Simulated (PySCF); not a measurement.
# Run report: C₄H₈N₂Si, excited-state calculation

C₄H₈N₂Si, SMILES Cc1ccn([SiH3])n1, computed with TDDFT wB97X-D/def2-SVPD, vertical, gas phase, core orbitals frozen in the response (PySCF 2.14.0).

The geometry comes from this level: GFN2-xTB.

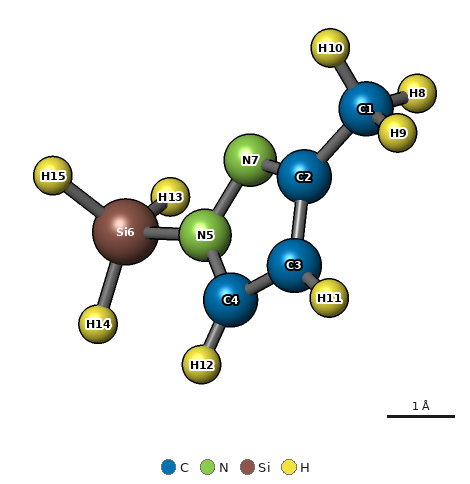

Figure 1. The input geometry (ball-and-stick view, seen at a tilt; atoms are numbered from 1 in the order of the input). Bond lengths as drawn: C–C 1.37 to 1.49 Å, C–H 1.07 to 1.09 Å, C–N 1.32 to 1.35 Å, H–Si 1.46 Å, N–N 1.35 Å and N–Si 1.75 Å.

**Input**
```
{"job": {"kind": "uv", "xc": "wB97X-D", "basis": "def2-SVPD", "nstates": 8, "ntriplets": 3}, "charge": 0, "multiplicity": 1}
C     -2.526255     0.405060     0.317202
C     -1.129623    -0.046703     0.074235
C     -0.695563    -1.335648    -0.312586
C      0.666217    -1.235467    -0.385506
N      1.005915     0.035372    -0.060835
Si     2.546084     0.867366     0.018075
N     -0.096526     0.756261     0.216678
H     -2.675362     0.611932     1.376354
H     -3.230018    -0.362420     0.004974
H     -2.723135     1.322963    -0.232446
H     -1.304978    -2.195625    -0.503882
H      1.418537    -1.955386    -0.638462
H      2.601177     1.515073     1.322981
H      3.541475    -0.195297    -0.130313
H      2.597642     1.820508    -1.088381
```

The first line tells a small driver script what to run in PySCF; the rest is the geometry in Å.

Run on 1 CPU thread, shared host.

Launched with:
```bash
OMP_NUM_THREADS=1 python <driver script> task.json out
```

**Output**
```
coarse grid: 13056 points
cycle   1  E = -555.7491236019  dE =  1.284e+00  |g| = 3.459e-01  |ddm| = 6.672e+00
cycle   2  E = -555.7662587857  dE = -1.714e-02  |g| = 3.017e-01  |ddm| = 1.353e+00
cycle   3  E = -555.7851743079  dE = -1.892e-02  |g| = 7.329e-02  |ddm| = 6.675e-01
cycle   4  E = -555.7863594527  dE = -1.185e-03  |g| = 2.425e-02  |ddm| = 2.049e-01
cycle   5  E = -555.7865025541  dE = -1.431e-04  |g| = 5.288e-03  |ddm| = 7.155e-02
cycle   6  E = -555.7865113143  dE = -8.760e-06  |g| = 1.655e-03  |ddm| = 1.930e-02
final grid: 121720 points
cycle   7  E = -555.8623012211  dE = -7.920e-05  |g| = 5.637e-03  |ddm| = 1.655e-01
cycle   8  E = -555.8623007315  dE =  4.895e-07  |g| = 6.370e-03  |ddm| = 2.144e-02
cycle   9  E = -555.8623089759  dE = -8.244e-06  |g| = 7.662e-04  |ddm| = 1.092e-02
cycle  10  E = -555.8623091243  dE = -1.484e-07  |g| = 4.005e-04  |ddm| = 2.734e-03
cycle  11  E = -555.8623091706  dE = -4.630e-08  |g| = 8.798e-05  |ddm| = 1.571e-03
cycle  12  E = -555.8623091731  dE = -2.576e-09  |g| = 3.080e-05  |ddm| = 2.498e-04
cycle  13  E = -555.8623091737  dE = -5.225e-10  |g| = 1.396e-05  |ddm| = 1.782e-04
```

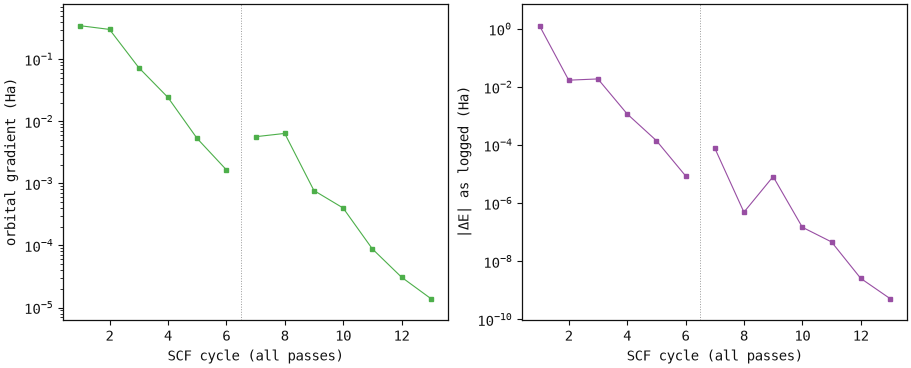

Figure 2. Convergence of the self-consistent field: orbital gradient and size of the energy change against the SCF cycle. The dotted line marks the change from a coarse to the final integration grid. The first 6 cycles use a coarse grid, the final grid takes over at cycle 7, and the field converges after 13 cycles in all.

```
converged SCF energy = -555.8623091737

Static polarisability (au): isotropic 84.849, principal 62.348 84.251 107.949

Singlet excitations
state   eV       nm        f      main configurations
  1   6.4797    191.3   0.17700   H->L 0.35, H-1->L 0.31, H->L+1 0.12
  2   6.6501    186.4   0.00551   H-2->L 0.68, H-2->L+1 0.24
  3   6.7674    183.2   0.07406   H-1->L 0.37, H->L 0.34, H-1->L+1 0.11
  4   6.9339    178.8   0.00071   H->L+1 0.72, H->L 0.19
  5   7.0132    176.8   0.01662   H-1->L+1 0.66, H-1->L 0.19
  6   7.6088    162.9   0.01619   H->L+2 0.49, H->L+3 0.17
  7   7.6770    161.5   0.01599   H-1->L+2 0.32, H-1->L+3 0.25, H->L+2 0.09
  8   7.8550    157.8   0.13174   H->L+4 0.54, H->L+3 0.23

Triplet excitations (Tamm-Dancoff, eV): 4.6407 5.1777 5.9449
```

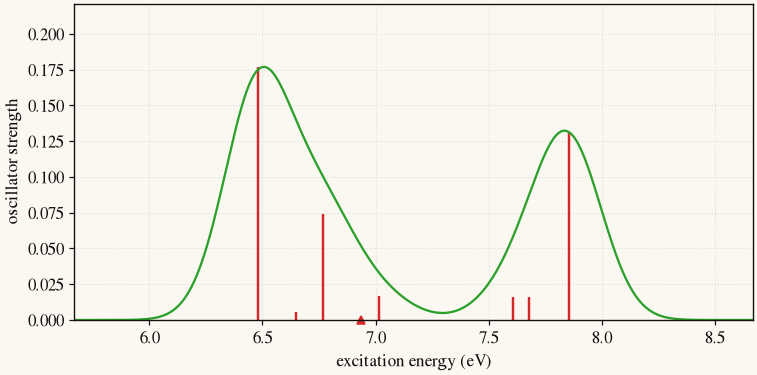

Figure 3. Computed excitations as sticks (degenerate states added up, dark ones marked on the axis), with a Gaussian envelope of 0.35 eV full width at half maximum, scaled to the tallest. Of the 8 states the lowest lies at 6.48 eV (f = 0.177); the strongest line is at 6.48 eV, or 191 nm (f = 0.177).

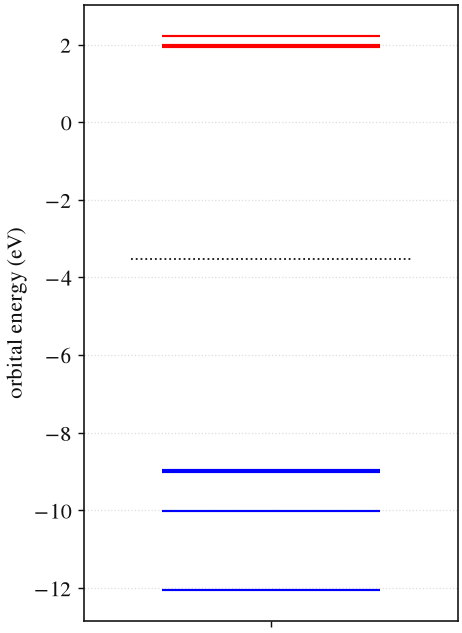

Figure 4. Orbital energies near the frontier; the dotted line parts filled from empty levels, and levels within 0.02 eV of each other stand side by side. Highest filled −8.97 eV, lowest empty 1.94 eV, 10.91 eV apart.

**Results in brief**

| quantity | value |
| --- | --- |
| outcome | converged |
| total energy | −555.862309 hartree |
| HOMO | −8.97 eV |
| LUMO | 1.94 eV |
| dipole moment | 1.58 D |
| mean polarisability | 84.85 a.u. |
| lowest singlet excitation | 6.48 eV |
| wall time | 38 s |
| peak memory | 0.87 GiB |
